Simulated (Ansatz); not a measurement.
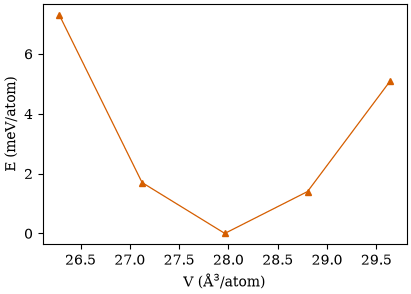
TlSbS$_{2}$ in space group P-1 (No. 2; Pearson symbol aP16) under volume change, the program Ansatz at the r²SCAN level (PAW), shape and atoms relaxed at each volume.

Task: What does a third-order Birch–Murnaghan fit give for V₀, B₀ and B′?

Result: V₀ = 27.96 Å³/atom, B₀ = 19.2 GPa, B′ = 8.4.

The workflow started from an entry of the Crystallography Open Database (COD). Whether it is the stable phase at ambient conditions was not checked. Symmetry was held in the r²SCAN relaxation; its stability against distortions is not shown here. Spin–orbit coupling is left out wherever it is not named.

Potentials: the later of the program's two PAW sets.
